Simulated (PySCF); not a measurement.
# Two runs on C₂HF₅

System: C₂HF₅ (pentafluoroethane).
Method of run A: TDDFT BHandHLYP/def2-SVPD, vertical, gas phase, core orbitals frozen in the response (PySCF 2.14.0).

The geometry comes from this level: PBE0-D3(BJ)/def2-SVP. Text and figures count atoms from 1; the logs count them from 0 in places.

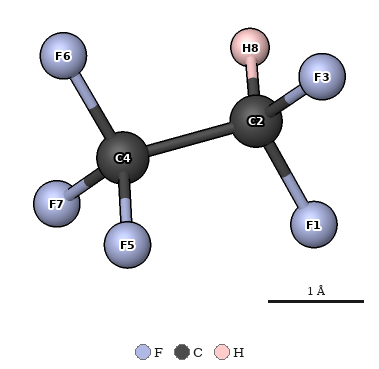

Figure 1. The structure (ball-and-stick view, seen at a tilt; atoms are numbered from 1 in the order of the input).

**The input, run A**
```
{"job": {"kind": "uv", "xc": "BHandHLYP", "basis": "def2-SVPD", "ip": true}, "charge": 0, "multiplicity": 1}
F     -0.090836    -1.731716     0.183181
C      0.349673    -0.594849    -0.369516
F      1.668664    -0.486444    -0.171230
C     -0.351250     0.586835     0.303370
F     -0.093376     0.624865     1.601418
F      0.060637     1.723826    -0.248935
F     -1.663923     0.481189     0.127936
H      0.134543    -0.597140    -1.452361
```

The first line tells a small driver script what to run in PySCF; the rest is the geometry in Å.

Hardware: 1 CPU thread, shared host.

**Output (run A)**
```
coarse grid: 8224 points
cycle   1  E = -575.1409133449  dE =  1.279e+00  |g| = 1.069e+00  |ddm| = 3.197e+00
cycle   2  E = -575.1046726004  dE =  3.624e-02  |g| = 1.232e+00  |ddm| = 1.680e+00
cycle   3  E = -575.3477150013  dE = -2.430e-01  |g| = 6.262e-02  |ddm| = 8.999e-01
cycle   4  E = -575.3483475648  dE = -6.326e-04  |g| = 2.222e-02  |ddm| = 7.289e-02
cycle   5  E = -575.3484406623  dE = -9.310e-05  |g| = 5.206e-03  |ddm| = 2.313e-02
cycle   6  E = -575.3484449990  dE = -4.337e-06  |g| = 1.850e-03  |ddm| = 5.043e-03
final grid: 85808 points
cycle   7  E = -575.3949317974  dE = -1.427e-05  |g| = 3.393e-03  |ddm| = 2.957e-02
cycle   8  E = -575.3949315380  dE =  2.595e-07  |g| = 3.710e-03  |ddm| = 5.112e-03
cycle   9  E = -575.3949336473  dE = -2.109e-06  |g| = 1.121e-04  |ddm| = 2.365e-03
cycle  10  E = -575.3949336499  dE = -2.590e-09  |g| = 6.245e-05  |ddm| = 2.074e-04
cycle  11  E = -575.3949336506  dE = -7.294e-10  |g| = 1.310e-05  |ddm| = 7.087e-05
converged SCF energy = -575.3949336506

Static polarisability (au): isotropic 29.317, principal 28.642 29.524 29.786

Singlet excitations
state   eV       nm        f      main configurations
  1  10.7149    115.7   0.05147   H->L 0.84, H->L+1 0.08
  2  11.0583    112.1   0.00073   H->L+2 0.78, H->L+9 0.10
  3  11.6947    106.0   0.01225   H->L+3 0.42, H->L+1 0.33, H->L 0.10
  4  12.1675    101.9   0.04336   H->L+3 0.47, H->L+1 0.43
  5  12.7440     97.3   0.01686   H-1->L 0.73, H-1->L+1 0.09
  6  12.7511     97.2   0.00140   H-2->L 0.47, H-1->L+2 0.20
  7  13.1502     94.3   0.10669   H->L+4 0.57, H->L+10 0.11, H-2->L+2 0.08
  8  13.1899     94.0   0.00007   H-3->L 0.69
  9  13.2256     93.7   0.01846   H-2->L 0.30, H-1->L+2 0.27, H-4->L 0.15
 10  13.2827     93.3   0.02224   H-2->L+2 0.45, H-1->L 0.11, H-3->L+2 0.08

Triplet excitations (Tamm-Dancoff, eV): 10.1668 10.4210 11.0928 11.8326
Vertical ionisation energy (delta-SCF) = 13.9439 eV
```

Run B used a changed input.

**The two runs side by side**

```tsv
quantity	run A	run B
outcome	converged	converged
total energy (hartree)	−575.394934	−575.325592
HOMO (eV)	−12.58	−13.49
LUMO (eV)	0.97	2.21
dipole moment (D)	1.66	1.57
lowest excitation (eV)	10.71	10.39
SCF iterations	11	12
strongest computed line (eV)	13.15	12.29
basis functions	163	163
wall time (shared host)	37 s	46 s
```

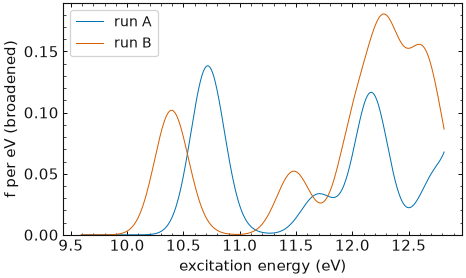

Figure 2. Absorption of the two runs from their computed states, each broadened by a Gaussian of 0.35 eV full width; the range ends where the shorter list of states ends.

What was changed in the input?

The change (lines with − go, lines with + come):
```diff
-"xc": "BHandHLYP"
+"xc": "LC-wPBE"
```

The total energies belong to different methods, so their difference says nothing on which is more stable or more accurate. The HOMO goes from −12.58 to −13.49 eV. The LUMO goes from 0.97 to 2.21 eV. The dipole moment goes from 1.66 to 1.57 D. The lowest excitation goes from 10.71 to 10.39 eV. The strongest computed line goes from 13.15 to 12.29 eV. The functional changes from BHandHLYP to LC-wPBE. The SCF takes 12 iterations against 11.

**Output (run B)**
```
coarse grid: 8224 points
cycle   1  E = -574.9730569667  dE =  1.370e+00  |g| = 1.161e+00  |ddm| = 3.140e+00
cycle   2  E = -574.9702804836  dE =  2.776e-03  |g| = 1.283e+00  |ddm| = 1.772e+00
cycle   3  E = -575.2230511481  dE = -2.528e-01  |g| = 7.584e-02  |ddm| = 9.107e-01
cycle   4  E = -575.2239688428  dE = -9.177e-04  |g| = 2.043e-02  |ddm| = 8.445e-02
cycle   5  E = -575.2240868136  dE = -1.180e-04  |g| = 6.281e-03  |ddm| = 3.466e-02
cycle   6  E = -575.2240890385  dE = -2.225e-06  |g| = 2.563e-03  |ddm| = 7.492e-03
final grid: 85808 points
cycle   7  E = -575.3255517101  dE = -4.402e-05  |g| = 1.663e-02  |ddm| = 5.382e-02
cycle   8  E = -575.3255470023  dE =  4.708e-06  |g| = 1.790e-02  |ddm| = 1.978e-02
cycle   9  E = -575.3255919573  dE = -4.495e-05  |g| = 4.933e-04  |ddm| = 1.048e-02
cycle  10  E = -575.3255920019  dE = -4.462e-08  |g| = 1.915e-04  |ddm| = 5.874e-04
cycle  11  E = -575.3255920088  dE = -6.879e-09  |g| = 6.261e-05  |ddm| = 2.211e-04
cycle  12  E = -575.3255920094  dE = -6.492e-10  |g| = 1.225e-05  |ddm| = 5.139e-05
converged SCF energy = -575.3255920094

Static polarisability (au): isotropic 30.701, principal 29.897 30.976 31.230

Singlet excitations
state   eV       nm        f      main configurations
  1  10.3924    119.3   0.03764   H->L 0.69, H->L+1 0.14
  2  10.6176    116.8   0.00105   H->L+2 0.66, H->L+6 0.13, H->L+9 0.11
  3  11.4789    108.0   0.01937   H->L+3 0.45, H->L 0.15, H->L+1 0.14
  4  12.0041    103.3   0.02608   H->L+1 0.37, H->L+3 0.28, H-2->L 0.15
  5  12.0931    102.5   0.00643   H-1->L 0.40, H-2->L+2 0.14, H-3->L 0.11
  6  12.2908    100.9   0.05642   H-2->L 0.38, H-2->L+1 0.12, H-1->L+2 0.09
  7  12.5410     98.9   0.00011   H-3->L 0.39, H-4->L 0.13
  8  12.5809     98.5   0.00030   H-1->L 0.23, H-4->L 0.22, H-3->L 0.09
  9  12.6215     98.2   0.04757   H-1->L+2 0.37, H->L+4 0.16
 10  12.8147     96.8   0.01156   H-2->L+2 0.21, H-6->L 0.14

Triplet excitations (Tamm-Dancoff, eV): 9.8112 9.9230 10.8047 11.5668
Vertical ionisation energy (delta-SCF) = 13.5600 eV
```
